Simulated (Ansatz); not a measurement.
# Al2H2 (singlet): B2PLYP, RKS PBE0, RPA-PBE over a scan of the scale of all distances, 6-31G, part 2 of 2

Ansatz 0.2.0, Gaussian basis; 6-31G, all electrons in the functionals, frozen cores in the correlation of double hybrids and RPA.

## Step 14: RKS PBE0, 2.004

The input, in.yaml:

```yaml
crystal:
  periodic: [false, false, false]
  atoms:
    - {symbol: Al, position_ang: [0.000000, 0.185351, 2.534509]}
    - {symbol: Al, position_ang: [0.000000, -0.038674, -2.739268]}
    - {symbol: H, position_ang: [0.000000, -1.379157, 5.371461]}
    - {symbol: H, position_ang: [0.000000, -2.547251, 0.109741]}
basis:
  gaussian: {orbitals: 6-31G}
hamiltonian: {xc: {name: PBE0}}
```

Command:

```bash
ansatz run in.yaml --threads 1 --pin off --events-out ev --progress --plain --max-ram 2393MiB
```

Standard output, cut to the lines that bear on the results:

```text
Functional definition: PBE0
  name "PBE0"
  cite "Adamo & Barone, J. Chem. Phys. 110, 6158 (1999) doi:10.1063/1.478522"
  cite "Perdew, Burke & Ernzerhof, Phys. Rev. Lett. 77, 3865 (1996) doi:10.1103/PhysRevLett.77.3865"
  parent pbe
[...]
342 factors; integrals over basis functions are off by at most 2.6e-4 eV
[...]
mean field -13210.14460126 eV, -485.4638599387 hartree, gradient 6.4e-5 eV, S^2 0.000000; 8 other end points of the search recorded, 0 dependent functions left out
reference -13210.14463328 eV, -485.4638611153 hartree; 14, 14 occupied and 16, 16 virtual orbitals, 342 factors
Total energy: -13210.14463328 eV, -485.4638611153 hartree
```

It took 2.2 s on 1 thread of Arm Neoverse V1, shared host.

From 1.000: +147.4 kcal/mol.

## Step 15: RKS PBE0, 2.401

The input, in.yaml:

```yaml
crystal:
  periodic: [false, false, false]
  atoms:
    - {symbol: Al, position_ang: [0.000000, 0.222070, 3.036604]}
    - {symbol: Al, position_ang: [0.000000, -0.046335, -3.281927]}
    - {symbol: H, position_ang: [0.000000, -1.652374, 6.435568]}
    - {symbol: H, position_ang: [0.000000, -3.051871, 0.131481]}
basis:
  gaussian: {orbitals: 6-31G}
hamiltonian: {xc: {name: PBE0}}
```

Same command.

Standard output, cut to the lines that bear on the results:

```text
Functional definition: PBE0
  name "PBE0"
  cite "Adamo & Barone, J. Chem. Phys. 110, 6158 (1999) doi:10.1063/1.478522"
  cite "Perdew, Burke & Ernzerhof, Phys. Rev. Lett. 77, 3865 (1996) doi:10.1103/PhysRevLett.77.3865"
  parent pbe
[...]
343 factors; integrals over basis functions are off by at most 2.3e-4 eV
[...]
mean field -13208.53276657 eV, -485.4046261064 hartree, gradient 1.8e-5 eV, S^2 0.000000; 6 other end points of the search recorded, 0 dependent functions left out
reference -13208.53279995 eV, -485.4046273332 hartree; 14, 14 occupied and 16, 16 virtual orbitals, 343 factors
Total energy: -13208.53279995 eV, -485.4046273332 hartree
```

Run time: 2 s. Hardware: 1 thread of Arm Neoverse V1, shared host.

From 1.000: +184.6 kcal/mol.

## Step 16: RPA-PBE, 0.871

The input, in.yaml:

```yaml
crystal:
  periodic: [false, false, false]
  atoms:
    - {symbol: Al, position_ang: [0.000000, 0.080559, 1.101575]}
    - {symbol: Al, position_ang: [0.000000, -0.016809, -1.190570]}
    - {symbol: H, position_ang: [0.000000, -0.599424, 2.334602]}
    - {symbol: H, position_ang: [0.000000, -1.107114, 0.047697]}
basis:
  gaussian: {orbitals: 6-31G}
magnetization: {spin_polarized: true, initial_magnetization: 0}
hamiltonian: {xc: {name: PBE}}
correlation: {method: rpa, electrons: outside_noble_gas}
```

Launched as before.

Standard output, cut to the lines that bear on the results:

```text
Functional definition: PBE
  name "PBE"
  cite "Perdew, Burke & Ernzerhof, Phys. Rev. Lett. 77, 3865 (1996) doi:10.1103/PhysRevLett.77.3865"
  parent pbe
[...]
340 factors; integrals over basis functions are off by at most 1.4e-4 eV
[...]
mean field -13213.94831342 eV, -485.6036437823 hartree, gradient 1.3e-6 eV, S^2 0.540853; 17 other end points of the search recorded, 0 dependent functions left out
10 core orbitals not correlated: weight in the atoms' cores, before any rotation towards them, 1.000 or more for the frozen orbitals, at most 0.000 for the correlated occupied ones
reference -13192.19590270 eV, -484.8042574326 hartree; 4, 4 occupied and 16, 16 virtual orbitals, 340 factors
Total energy: -13196.39673862 eV, -484.9586353054 hartree
```

It took 8.5 s on 1 thread of Arm Neoverse V1, shared host.

From the report: ⟨S²⟩ of the determinant 0.541 (pure singlet: 0.00). The determinant is far from a pure spin state, so its energy mixes those of several spin states (harmless only where they are near-degenerate, as at dissociation).

## Step 17: RPA-PBE, 1.000

The input, in.yaml:

```yaml
crystal:
  periodic: [false, false, false]
  atoms:
    - {symbol: Al, position_ang: [0.000000, 0.092491, 1.264725]}
    - {symbol: Al, position_ang: [0.000000, -0.019298, -1.366900]}
    - {symbol: H, position_ang: [0.000000, -0.688202, 2.680370]}
    - {symbol: H, position_ang: [0.000000, -1.271083, 0.054761]}
basis:
  gaussian: {orbitals: 6-31G}
magnetization: {spin_polarized: true, initial_magnetization: 0}
hamiltonian: {xc: {name: PBE}}
correlation: {method: rpa, electrons: outside_noble_gas}
```

The command is unchanged.

Standard output, cut to the lines that bear on the results:

```text
Functional definition: PBE
  name "PBE"
  cite "Perdew, Burke & Ernzerhof, Phys. Rev. Lett. 77, 3865 (1996) doi:10.1103/PhysRevLett.77.3865"
  parent pbe
[...]
340 factors; integrals over basis functions are off by at most 1.5e-4 eV
[...]
mean field -13215.33783634 eV, -485.6547078076 hartree, gradient 7.3e-7 eV, S^2 0.000000; 8 other end points of the search recorded, 0 dependent functions left out
10 core orbitals not correlated: weight in the atoms' cores, before any rotation towards them, 1.000 or more for the frozen orbitals, at most 0.000 for the correlated occupied ones
reference -13193.43893032 eV, -484.8499378550 hartree; 4, 4 occupied and 16, 16 virtual orbitals, 340 factors
Total energy: -13198.09404060 eV, -485.0210100026 hartree
```

It took 4 s on 1 thread of Arm Neoverse V1, shared host.

From the report: ⟨S²⟩ of the determinant 0.000 (pure singlet: 0.00).

## Step 18: RPA-PBE, 1.138

The input, in.yaml:

```yaml
crystal:
  periodic: [false, false, false]
  atoms:
    - {symbol: Al, position_ang: [0.000000, 0.105254, 1.439257]}
    - {symbol: Al, position_ang: [0.000000, -0.021961, -1.555532]}
    - {symbol: H, position_ang: [0.000000, -0.783174, 3.050261]}
    - {symbol: H, position_ang: [0.000000, -1.446493, 0.062318]}
basis:
  gaussian: {orbitals: 6-31G}
hamiltonian: {xc: {name: PBE}}
correlation: {method: rpa, electrons: outside_noble_gas}
```

The command is unchanged.

Standard output, cut to the lines that bear on the results:

```text
Functional definition: PBE
  name "PBE"
  cite "Perdew, Burke & Ernzerhof, Phys. Rev. Lett. 77, 3865 (1996) doi:10.1103/PhysRevLett.77.3865"
  parent pbe
[...]
340 factors; integrals over basis functions are off by at most 1.5e-4 eV
[...]
mean field -13215.07759991 eV, -485.6451442953 hartree, gradient 3.2e-6 eV, S^2 0.000000; 3 other end points of the search recorded, 0 dependent functions left out
10 core orbitals not correlated: weight in the atoms' cores, before any rotation towards them, 1.000 or more for the frozen orbitals, at most 0.000 for the correlated occupied ones
reference -13193.04242362 eV, -484.8353665025 hartree; 4, 4 occupied and 16, 16 virtual orbitals, 340 factors
Total energy: -13197.97389020 eV, -485.0165945568 hartree
```

Run time: 1.8 s. Hardware: 1 thread of Arm Neoverse V1, shared host.

From 1.000: +2.8 kcal/mol.

## Step 19: RPA-PBE, 1.317

The input, in.yaml:

```yaml
crystal:
  periodic: [false, false, false]
  atoms:
    - {symbol: Al, position_ang: [0.000000, 0.121810, 1.665643]}
    - {symbol: Al, position_ang: [0.000000, -0.025416, -1.800208]}
    - {symbol: H, position_ang: [0.000000, -0.906362, 3.530047]}
    - {symbol: H, position_ang: [0.000000, -1.674017, 0.072120]}
basis:
  gaussian: {orbitals: 6-31G}
hamiltonian: {xc: {name: PBE}}
correlation: {method: rpa, electrons: outside_noble_gas}
```

Launched as before.

Standard output, cut to the lines that bear on the results:

```text
Functional definition: PBE
  name "PBE"
  cite "Perdew, Burke & Ernzerhof, Phys. Rev. Lett. 77, 3865 (1996) doi:10.1103/PhysRevLett.77.3865"
  parent pbe
[...]
340 factors; integrals over basis functions are off by at most 1.6e-4 eV
[...]
mean field -13213.84491193 eV, -485.5998438477 hartree, gradient 2.7e-6 eV, S^2 0.000000; 2 other end points of the search recorded, 0 dependent functions left out
10 core orbitals not correlated: weight in the atoms' cores, before any rotation towards them, 1.000 or more for the frozen orbitals, at most 0.000 for the correlated occupied ones
reference -13191.60256128 eV, -484.7824525378 hartree; 4, 4 occupied and 16, 16 virtual orbitals, 340 factors
Total energy: -13196.95753158 eV, -484.9792440665 hartree
```

Run time: 1.4 s. Hardware: 1 thread of Arm Neoverse V1, shared host.

From 1.000: +26.2 kcal/mol.

## Step 20: RPA-PBE, 1.502

The input, in.yaml:

```yaml
crystal:
  periodic: [false, false, false]
  atoms:
    - {symbol: Al, position_ang: [0.000000, 0.138921, 1.899617]}
    - {symbol: Al, position_ang: [0.000000, -0.028986, -2.053084]}
    - {symbol: H, position_ang: [0.000000, -1.033680, 4.025915]}
    - {symbol: H, position_ang: [0.000000, -1.909167, 0.082251]}
basis:
  gaussian: {orbitals: 6-31G}
magnetization: {spin_polarized: true, initial_magnetization: 0}
hamiltonian: {xc: {name: PBE}}
correlation: {method: rpa, electrons: outside_noble_gas}
```

Same command.

Standard output, cut to the lines that bear on the results:

```text
Functional definition: PBE
  name "PBE"
  cite "Perdew, Burke & Ernzerhof, Phys. Rev. Lett. 77, 3865 (1996) doi:10.1103/PhysRevLett.77.3865"
  parent pbe
[...]
340 factors; integrals over basis functions are off by at most 1.8e-4 eV
[...]
mean field -13212.44794692 eV, -485.5485063305 hartree, gradient 6.5e-6 eV, S^2 0.000000; 12 other end points of the search recorded, 0 dependent functions left out
10 core orbitals not correlated: weight in the atoms' cores, before any rotation towards them, 1.000 or more for the frozen orbitals, at most 0.000 for the correlated occupied ones
reference -13189.95980790 eV, -484.7220824643 hartree; 4, 4 occupied and 16, 16 virtual orbitals, 340 factors
Total energy: -13195.80913949 eV, -484.9370414354 hartree
```

Wall time 7.5 s (1 thread of Arm Neoverse V1, shared host).

From the report: ⟨S²⟩ of the determinant 0.000 (pure singlet: 0.00).

From 1.000: +52.7 kcal/mol.

## Step 21: RPA-PBE, 1.722

The input, in.yaml:

```yaml
crystal:
  periodic: [false, false, false]
  atoms:
    - {symbol: Al, position_ang: [0.000000, 0.159269, 2.177856]}
    - {symbol: Al, position_ang: [0.000000, -0.033232, -2.353802]}
    - {symbol: H, position_ang: [0.000000, -1.185084, 4.615597]}
    - {symbol: H, position_ang: [0.000000, -2.188805, 0.094298]}
basis:
  gaussian: {orbitals: 6-31G}
magnetization: {spin_polarized: true, initial_magnetization: 0}
hamiltonian: {xc: {name: PBE}}
correlation: {method: rpa, electrons: outside_noble_gas}
```

The command is unchanged.

Standard output, cut to the lines that bear on the results:

```text
Functional definition: PBE
  name "PBE"
  cite "Perdew, Burke & Ernzerhof, Phys. Rev. Lett. 77, 3865 (1996) doi:10.1103/PhysRevLett.77.3865"
  parent pbe
[...]
340 factors; integrals over basis functions are off by at most 2.6e-4 eV
[...]
mean field -13211.01419452 eV, -485.4958169015 hartree, gradient 3.1e-6 eV, S^2 0.169076; 9 other end points of the search recorded, 0 dependent functions left out
10 core orbitals not correlated: weight in the atoms' cores, before any rotation towards them, 1.000 or more for the frozen orbitals, at most 0.000 for the correlated occupied ones
reference -13188.26961383 eV, -484.6599689779 hartree; 4, 4 occupied and 16, 16 virtual orbitals, 340 factors
Total energy: -13194.64330879 eV, -484.8941979476 hartree
```

Wall time 8.5 s (1 thread of Arm Neoverse V1, shared host).

From the report: ⟨S²⟩ of the determinant 0.169 (pure singlet: 0.00).

From 1.000: +79.6 kcal/mol.

## Step 22: RPA-PBE, 2.004

The input, in.yaml:

```yaml
crystal:
  periodic: [false, false, false]
  atoms:
    - {symbol: Al, position_ang: [0.000000, 0.185351, 2.534509]}
    - {symbol: Al, position_ang: [0.000000, -0.038674, -2.739268]}
    - {symbol: H, position_ang: [0.000000, -1.379157, 5.371461]}
    - {symbol: H, position_ang: [0.000000, -2.547251, 0.109741]}
basis:
  gaussian: {orbitals: 6-31G}
magnetization: {spin_polarized: true, initial_magnetization: 0}
hamiltonian: {xc: {name: PBE}}
correlation: {method: rpa, electrons: outside_noble_gas}
```

The command is unchanged.

Standard output, cut to the lines that bear on the results:

```text
Functional definition: PBE
  name "PBE"
  cite "Perdew, Burke & Ernzerhof, Phys. Rev. Lett. 77, 3865 (1996) doi:10.1103/PhysRevLett.77.3865"
  parent pbe
[...]
342 factors; integrals over basis functions are off by at most 2.6e-4 eV
[...]
mean field -13209.73939604 eV, -485.4489689214 hartree, gradient 2.6e-6 eV, S^2 0.863064; 15 other end points of the search recorded, 0 dependent functions left out
10 core orbitals not correlated: weight in the atoms' cores, before any rotation towards them, 1.000 or more for the frozen orbitals, at most 0.000 for the correlated occupied ones
reference -13187.59359026 eV, -484.6351255701 hartree; 4, 4 occupied and 16, 16 virtual orbitals, 342 factors
Total energy: -13193.55113492 eV, -484.8540612981 hartree
```

It took 13 s on 1 thread of Arm Neoverse V1, shared host.

From the report: ⟨S²⟩ of the determinant 0.863 (pure singlet: 0.00). The determinant is far from a pure spin state, so its energy mixes those of several spin states (harmless only where they are near-degenerate, as at dissociation).

From 1.000: +104.8 kcal/mol.

## Step 23: RPA-PBE, 2.401

The input, in.yaml:

```yaml
crystal:
  periodic: [false, false, false]
  atoms:
    - {symbol: Al, position_ang: [0.000000, 0.222070, 3.036604]}
    - {symbol: Al, position_ang: [0.000000, -0.046335, -3.281927]}
    - {symbol: H, position_ang: [0.000000, -1.652374, 6.435568]}
    - {symbol: H, position_ang: [0.000000, -3.051871, 0.131481]}
basis:
  gaussian: {orbitals: 6-31G}
magnetization: {spin_polarized: true, initial_magnetization: 0}
hamiltonian: {xc: {name: PBE}}
correlation: {method: rpa, electrons: outside_noble_gas}
```

Same command.

Standard output, cut to the lines that bear on the results:

```text
Functional definition: PBE
  name "PBE"
  cite "Perdew, Burke & Ernzerhof, Phys. Rev. Lett. 77, 3865 (1996) doi:10.1103/PhysRevLett.77.3865"
  parent pbe
[...]
343 factors; integrals over basis functions are off by at most 2.3e-4 eV
[...]
mean field -13208.88692274 eV, -485.4176411057 hartree, gradient 1.7e-6 eV, S^2 1.563328; 14 other end points of the search recorded, 0 dependent functions left out
10 core orbitals not correlated: weight in the atoms' cores, before any rotation towards them, 1.000 or more for the frozen orbitals, at most 0.000 for the correlated occupied ones
reference -13188.02713337 eV, -484.6510579855 hartree; 4, 4 occupied and 16, 16 virtual orbitals, 343 factors
Total energy: -13192.83389231 eV, -484.8277031185 hartree
```

It took 18 s on 1 thread of Arm Neoverse V1, shared host.

From the report: ⟨S²⟩ of the determinant 1.563 (pure singlet: 0.00). The determinant is far from a pure spin state, so its energy mixes those of several spin states (harmless only where they are near-degenerate, as at dissociation).

From 1.000: +121.3 kcal/mol.

## Step 24: The comparison

The yardstick is full CI for this spin, exact in this basis with these frozen cores. It comes from earlier runs at the same points. Energies in kcal/mol, counted from 1.000; blanks weren't run or aren't comparable.

```
   level  0.871  1.000  1.138  1.317  1.502  1.722  2.004  2.401
     FCI   35.7    0.0    3.9   28.6   56.1   83.0  106.4  121.1
  B2PLYP   32.3    0.0    7.2   36.4   69.0  104.0  126.8  139.0
RKS PBE0   32.2    0.0    8.1   39.1   73.9  110.2  147.4  184.6
 RPA-PBE   39.1    0.0    2.8   26.2   52.7   79.6  104.8  121.3
```

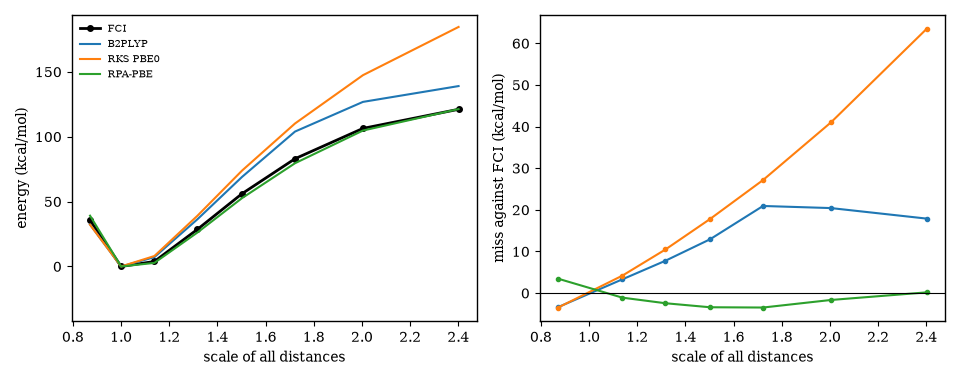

Left: the curves (the axis may cut off levels that run far away). Right: misses against FCI, in the same colours.

Largest miss and mean time a point (FCI took 3.2 min a point; shared hosts):

```
   level  largest miss (kcal/mol)  where  time a point
  B2PLYP                    +20.9  1.722         7.5 s
RKS PBE0                    +63.5  2.401         1.1 s
 RPA-PBE                     +3.5  0.871         7.8 s
```

## Step 25: Outcome

What follows sums up all 2 parts.

| quantity | value |
| --- | --- |
| span of the FCI curve | 121.1 kcal/mol |
| largest miss, B2PLYP | +20.9 kcal/mol (1.722) |
| largest miss, RKS PBE0 | +63.5 kcal/mol (2.401) |
| largest miss, RPA-PBE | +3.5 kcal/mol (0.871) |

In words: Misses are known at 7 of 7 points at best, and only functionals with that many are ranked. Of the functionals, RPA-PBE keep the smallest largest miss at the points compared (at most 3.5 kcal/mol) and RKS PBE0 strays most (63.5 kcal/mol, at 2.401). B2PLYP, RPA-PBE clearly break the spin symmetry at some points (⟨S²⟩ up to 1.86 above the pure value), so energy there is bought with a mixed spin. Functionals and the yardstick converge differently with the basis, so part of each miss in 6-31G is the basis.
